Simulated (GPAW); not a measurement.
# Run report: SiNH₃, geometry relaxation (part 5 of 5)

SiNH₃, SMILES N[SiH]; LDA (PW92)/plane waves, scalar-relativistic datasets (GPAW 26.7.0). The geometry comes from this level: GFN2-xTB.

Geometry of the input (Å):
```
N  -0.2987  -0.4693  0.1229
Si 0.0054  1.1950  0.3897
H  0.1891  -1.0675  -0.5292
H  -1.0095  -0.9776  0.6207
H  1.1137  1.3194  -0.6042
```

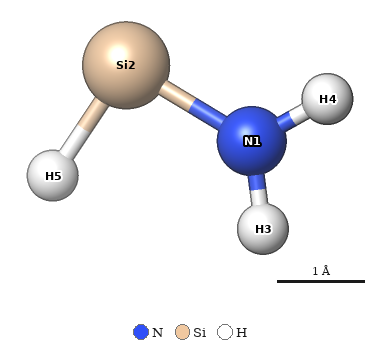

Figure 1. The geometry at step 12 of the log (ball-and-stick view, seen at a tilt; atoms are numbered from 1 in the order of the input).

Trajectory as extended XYZ, continued
```
5
Properties=species:S:1:pos:R:3:forces:R:3 step=9 energy=-24.31400
N     5.2180    5.1030    5.2241   -0.0112  -0.0145   0.0245
Si    5.4901    6.7662    5.5181    0.0315  -0.0076  -0.0329
H     5.7090    4.4986    4.5649    0.0278   0.0503  -0.0069
H     4.4935    4.5933    5.7320    0.0306   0.0315  -0.0177
H     6.6384    6.8763    4.4823   -0.0612  -0.0623   0.0374
5
Properties=species:S:1:pos:R:3:forces:R:3 step=10 energy=-24.31414
N     5.2187    5.1037    5.2242   -0.0353  -0.0686   0.0282
Si    5.4895    6.7658    5.5185    0.0441   0.0230  -0.0344
H     5.7100    4.4995    4.5643    0.0169   0.0596   0.0070
H     4.4933    4.5939    5.7323    0.0549   0.0420  -0.0362
H     6.6379    6.8746    4.4823   -0.0622  -0.0567   0.0401
5
Properties=species:S:1:pos:R:3:forces:R:3 step=11 energy=-24.31436
N     5.2190    5.1037    5.2244   -0.0257  -0.0669   0.0184
Si    5.4893    6.7656    5.5186    0.0421   0.0306  -0.0295
H     5.7108    4.5006    4.5638    0.0102   0.0583   0.0134
H     4.4935    4.5945    5.7323    0.0472   0.0289  -0.0328
H     6.6371    6.8729    4.4825   -0.0548  -0.0515   0.0349
5
Properties=species:S:1:pos:R:3:forces:R:3 step=12 energy=-24.31462
N     5.2191    5.1034    5.2247    0.0033  -0.0214   0.0047
Si    5.4894    6.7656    5.5184    0.0298   0.0204  -0.0210
H     5.7116    4.5017    4.5636    0.0097   0.0473   0.0107
H     4.4940    4.5952    5.7321    0.0191   0.0018  -0.0150
H     6.6361    6.8714    4.4829   -0.0421  -0.0475   0.0245
5
Properties=species:S:1:pos:R:3:forces:R:3 step=13 energy=-24.31480
N     5.2191    5.1029    5.2249    0.0278   0.0358   0.0002
Si    5.4898    6.7659    5.5181    0.0122   0.0034  -0.0099
H     5.7122    4.5030    4.5635    0.0152   0.0287  -0.0001
H     4.4945    4.5957    5.7318   -0.0099  -0.0249   0.0037
H     6.6351    6.8698    4.4834   -0.0255  -0.0441   0.0102
5
Properties=species:S:1:pos:R:3:forces:R:3 step=14 energy=-24.31493
N     5.2195    5.1029    5.2251    0.0239   0.0540   0.0083
Si    5.4902    6.7661    5.5178   -0.0043   0.0004   0.0048
H     5.7128    4.5042    4.5635    0.0216   0.0160  -0.0097
H     4.4948    4.5959    5.7317   -0.0140  -0.0308   0.0063
H     6.6340    6.8682    4.4839   -0.0082  -0.0402  -0.0047
5
Properties=species:S:1:pos:R:3:forces:R:3 step=15 energy=-24.31506
N     5.2199    5.1035    5.2253    0.0060   0.0305   0.0167
Si    5.4905    6.7662    5.5176   -0.0131   0.0097   0.0163
H     5.7135    4.5053    4.5633    0.0204   0.0144  -0.0086
H     4.4949    4.5957    5.7316    0.0023  -0.0200  -0.0047
H     6.6331    6.8666    4.4842    0.0049  -0.0356  -0.0154
```

Results in brief

| quantity | value |
| --- | --- |
| outcome | converged |
| energy relative to the program's reference atoms | −24.3151 eV |
| largest force | 0.039 eV/Å |
| HOMO | −5.40 eV |
| LUMO | −2.59 eV |
| dipole moment | 2.13 D |
| hardware | 1 thread of Arm Neoverse V2, 24 GiB of memory available, shared host |
| wall time | 85 s |
| peak memory | 0.49 GiB |
